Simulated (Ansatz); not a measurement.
# [BNH4]− (SMILES [BH2-]N): UPBE0/STO-3G

Aim: the vertical ionisation energy of [BNH4]− at UPBE0/STO-3G, from 2 runs. 

The results are computed with Ansatz 0.2.0.

## (1) The system as given

[BNH4]− has 6 atoms, charge -1, and is taken as a doublet. As SMILES, `[BH2-]N`. The coordinates come from a GFN2-xTB relaxation. This is one conformer, not always the lowest.

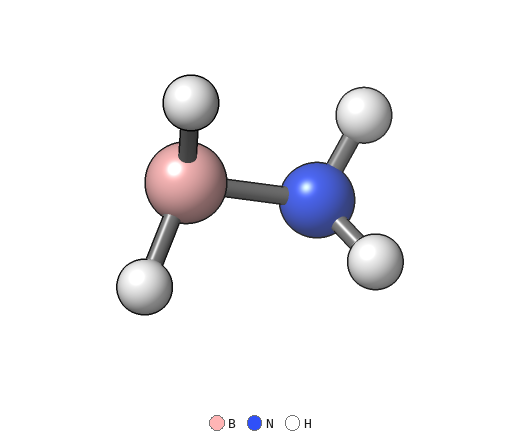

The structure, seen from a chosen angle (boron pink, nitrogen blue, hydrogen white).

## (2) The energy at UPBE0/STO-3G

in.yaml

```yaml
crystal:
  periodic: [false, false, false]
  atoms:
    - {symbol: B, position_ang: [-0.409200, -0.684370, 0.181230]}
    - {symbol: N, position_ang: [-0.175110, 0.868880, 0.098520]}
    - {symbol: H, position_ang: [0.620240, -1.323070, 0.573900]}
    - {symbol: H, position_ang: [-0.807710, -1.131940, -0.915350]}
    - {symbol: H, position_ang: [0.296220, 1.134010, -0.776380]}
    - {symbol: H, position_ang: [0.475560, 1.136490, 0.838070]}
basis:
  gaussian: {orbitals: STO-3G}
total_charge: -1
hamiltonian: {xc: {name: PBE0}}
accuracy: high
magnetization: {spin_polarized: true, initial_magnetization: 1}
```

Run with:

```sh
$ ansatz run in.yaml --threads 1 --pin off --max-ram 2610MiB --events-out events.jsonl --progress --plain --runs-dir runs
```

What it wrote:

```text
Warning: RAYON_NUM_THREADS=1 ignored (pool sized by the plan → 1); use --threads N
Functional definition: PBE0
  name "PBE0"
  parameter a = 0.25
  parameter kappa = 0.804
  parameter beta = 0.06672455060314922
  exchange = (1 - a)*pbe_x(kappa = kappa, mu = beta*pi^2/3) + a*exact_x
  correlation = pbe_c(beta = beta)
230 factors; integrals over basis functions are off by at most 1.1e-8 eV
mean field evaluation 1: about -2193.5545 eV, gradient 1.1e1 eV
mean field evaluation 2: about -2194.3289 eV, gradient 7.4e0 eV
mean field evaluation 4: about -2194.6594 eV, gradient 2.3e-1 eV
mean field evaluation 8: about -2194.6376 eV, gradient 3.0e-3 eV
mean field evaluation 16: about -2194.6376 eV, gradient 2.5e-7 eV
mean field -2194.63760429 eV, -80.6514443789 hartree, gradient 3.4e-8 eV, S^2 0.752304; 0 other end points of the search recorded, 0 dependent functions left out
reference -2194.63760561 eV, -80.6514444274 hartree; 9, 8 occupied and 5, 6 virtual orbitals, 230 factors
Total energy: -2194.63760561 eV, -80.6514444274 hartree
```

It took 1.2 s on 1 thread of Arm Neoverse V2, shared host; peak memory 0.12 GiB.

## (3) Singlet neutral BNH4 at the same level

molecule.yaml

```yaml
crystal:
  periodic: [false, false, false]
  atoms:
    - {symbol: B, position_ang: [-0.409200, -0.684370, 0.181230]}
    - {symbol: N, position_ang: [-0.175110, 0.868880, 0.098520]}
    - {symbol: H, position_ang: [0.620240, -1.323070, 0.573900]}
    - {symbol: H, position_ang: [-0.807710, -1.131940, -0.915350]}
    - {symbol: H, position_ang: [0.296220, 1.134010, -0.776380]}
    - {symbol: H, position_ang: [0.475560, 1.136490, 0.838070]}
basis:
  gaussian: {orbitals: STO-3G}
accuracy: high
hamiltonian: {xc: {name: PBE0}}
```

Run with:

```sh
$ ansatz run molecule.yaml --threads 1 --pin off --max-ram 2610MiB --events-out events.jsonl --progress --plain --runs-dir runs
```

What it wrote, cut to the lines that bear on the results:

```text
Warning: RAYON_NUM_THREADS=1 ignored (pool sized by the plan → 1); use --threads N
[... 7 set-up lines as earlier in the session ...]
230 factors; integrals over basis functions are off by at most 1.1e-8 eV
mean field evaluation 1: about -2197.7552 eV, gradient 1.7e1 eV
mean field evaluation 2: about -2194.3368 eV, gradient 3.9e1 eV
mean field evaluation 4: about -2198.8238 eV, gradient 2.8e-1 eV
mean field evaluation 8: about -2198.7799 eV, gradient 1.6e-3 eV
mean field evaluation 16: about -2198.7799 eV, gradient 2.4e-8 eV
mean field -2198.77993025 eV, -80.8036720500 hartree, gradient 2.4e-8 eV, S^2 0.000000; 0 other end points of the search recorded, 0 dependent functions left out
reference -2198.77993163 eV, -80.8036721010 hartree; 8, 8 occupied and 6, 6 virtual orbitals, 230 factors
Total energy: -2198.77993163 eV, -80.8036721010 hartree
```

Run time: 0.66 s. Hardware: 1 thread of Arm Neoverse V2, shared host.

## (4) What came out

Level: UPBE0/STO-3G.

```
                                           quantity         value
                      doublet [BNH4]−: total energy  -80.65144 Eh
                              doublet [BNH4]−: ⟨S²⟩         0.752
                 singlet neutral BNH4: total energy  -80.80367 Eh
vertical ionisation energy (to the singlet neutral)     -4.142 eV
```

What this shows: The species is unbound against losing an electron at this level, by 4.14 eV (−96 kcal/mol); missing correlation or diffuse functions can give that sign where the real anion is bound. Only the singlet of the ionised species was computed; a triplet could lie lower. In a minimal basis such a difference can be off by several eV, whatever the method.
